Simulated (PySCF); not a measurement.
Molecule: fluoromethane, CH3F, SMILES CF. Atoms near the plane z = 1.2 Å, at the PBE0/def2-SVP optimised geometry (x, y, z in Å): C1 (-0.3, -0.4, 0.0), F2 (-0.8, 0.9, 0.0), H4 (0.8, -0.4, 0.0), H5 (-0.7, -0.9, 0.9).

Level of theory: PBE0/def2-TZVP (PySCF). The values are rescaled to run from 0 to 1.

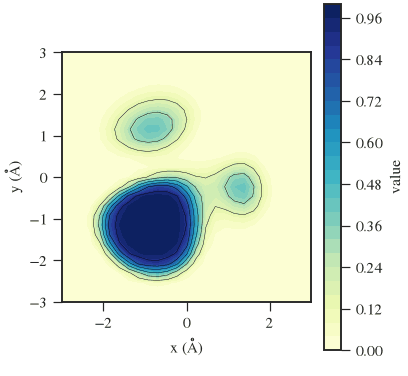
a field on the plane z = 1.2 Å.

### Question
Which quantity is mapped?
(A) electrostatic potential
(B) electron localisation function
(C) an orbital amplitude
(D) log10 of the electron density

### Answer
B, electron localisation function
